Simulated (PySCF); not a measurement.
# C10H4F10: the cost of one run

Programs: PySCF 2.14.0, with routines of our own; each step states its level. All values are computed. Atoms count from 0.

## Step 1: The system as given

24 atoms, charge 0, multiplicity 1; geometry from: GFN2-xTB.

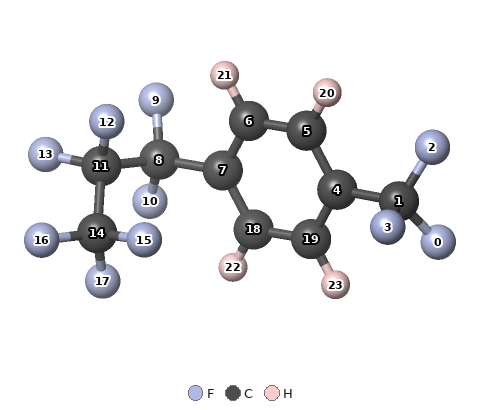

The starting geometry (fluorine light blue, carbon dark grey, hydrogen pink).

## Step 2: Electronic excitations: TDA CAM-B3LYP/6-31G*

The job: settings as JSON, then the geometry in Å.

```
{"job": {"kind": "uv", "basis": "6-31G*", "grid": 1, "kgrid": 0, "vcut": 1.5, "nstates": 5, "ntriplets": 2, "tda": true, "delta": ["ip_vertical"], "pop": false, "xc": "CAM-B3LYP"}, "charge": 0, "multiplicity": 1}
F     -4.422852     0.067538    -0.825140
C     -3.635611     0.849614    -0.073933
F     -4.264916     1.023552     1.095306
F     -3.610300     2.052510    -0.675854
C     -2.247755     0.283748     0.088943
C     -1.533526     0.532356     1.253352
C     -0.247043     0.042668     1.381553
C      0.313094    -0.687778     0.341346
C      1.727670    -1.191317     0.483607
F      1.961961    -1.661966     1.731016
F      1.991986    -2.217640    -0.356064
C      2.776338    -0.065519     0.208816
F      2.604436     0.931991     1.102481
F      4.025008    -0.532031     0.377834
C      2.662278     0.551692    -1.214213
F      1.560527     1.302068    -1.307039
F      3.704694     1.325141    -1.480756
F      2.588175    -0.379555    -2.160844
C     -0.401548    -0.940135    -0.822358
C     -1.687599    -0.448746    -0.949261
H     -1.978174     1.101703     2.054368
H      0.317924     0.223262     2.282351
H      0.041948    -1.515625    -1.619740
H     -2.253758    -0.635673    -1.848392
```

Level: TDA CAM-B3LYP/6-31G*, vertical, gas phase, core orbitals frozen in the response, virtual orbitals cut by energy.

The run is started by

```sh
> OMP_NUM_THREADS=1 python large_run.py task.json out
```

One launch serves the whole session: the jobs run in the order shown.

**Question.** How long does this first job take on 1 thread of Arm Neoverse N1, shared host, and how much memory does it need?

About 2.3 min, with a peak of 0.62 GiB.
